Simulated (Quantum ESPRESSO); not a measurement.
```yaml
crystal:
  lattice:
    - [8.24753, 0.00000, 0.00000]
    - [0.00000, 8.24753, 0.00000]
    - [0.00000, 0.00000, 8.24753]
  atoms:
    - { symbol: Hf, position: [0.75000, 0.25000, 0.00000] }
    - { symbol: Hf, position: [0.25000, 0.75000, 0.00000] }
    - { symbol: Hf, position: [0.25000, 0.25000, 0.50000] }
    - { symbol: Hf, position: [0.75000, 0.75000, 0.50000] }
    - { symbol: Hf, position: [0.75000, 0.00000, 0.25000] }
    - { symbol: Hf, position: [0.25000, 0.50000, 0.25000] }
    - { symbol: Hf, position: [0.25000, 0.00000, 0.75000] }
    - { symbol: Hf, position: [0.75000, 0.50000, 0.75000] }
    - { symbol: Hf, position: [0.25000, 0.25000, 0.00000] }
    - { symbol: Hf, position: [0.75000, 0.75000, 0.00000] }
    - { symbol: Hf, position: [0.75000, 0.25000, 0.50000] }
    - { symbol: Hf, position: [0.25000, 0.75000, 0.50000] }
    - { symbol: Hf, position: [0.25000, 0.00000, 0.25000] }
    - { symbol: Hf, position: [0.75000, 0.50000, 0.25000] }
    - { symbol: Hf, position: [0.75000, 0.00000, 0.75000] }
    - { symbol: Hf, position: [0.25000, 0.50000, 0.75000] }
    - { symbol: Hf, position: [0.50000, 0.25000, 0.25000] }
    - { symbol: Hf, position: [0.00000, 0.75000, 0.25000] }
    - { symbol: Hf, position: [0.00000, 0.25000, 0.75000] }
    - { symbol: Hf, position: [0.50000, 0.75000, 0.75000] }
    - { symbol: Hf, position: [0.00000, 0.25000, 0.25000] }
    - { symbol: Hf, position: [0.50000, 0.75000, 0.25000] }
    - { symbol: Hf, position: [0.50000, 0.25000, 0.75000] }
    - { symbol: Hf, position: [0.00000, 0.75000, 0.75000] }
    - { symbol: Pt, position: [0.00000, 0.00000, 0.00000] }
    - { symbol: Pt, position: [0.50000, 0.50000, 0.00000] }
    - { symbol: Pt, position: [0.50000, 0.00000, 0.50000] }
    - { symbol: Pt, position: [0.00000, 0.50000, 0.50000] }
```

Space group Fm-3m; a generated structure, not necessarily the stable one; computed pressure about 11 GPa in this cell.

Theory: Quantum ESPRESSO 7.5, Kohn-Sham DFT of a periodic cell, rev-vdW-DF2, GBRV 1.5 PBEsol.

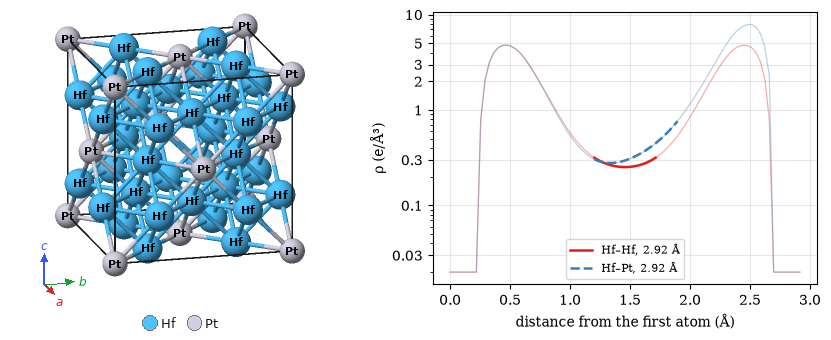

Hf₆Pt. Valence electron density along straight lines between neighbouring atoms. Thin, pale parts lie inside the atomic spheres. The structure is drawn too.

In a pseudopotential calculation such maps are meaningful between the atoms, not at the nuclei.

Q: Compare the contacts.

A: Hf–Hf (2.92 Å): ρ at the midpoint is about 0.25 e/Å³.
Hf–Pt (2.92 Å): ρ at the midpoint is about 0.3 e/Å³.
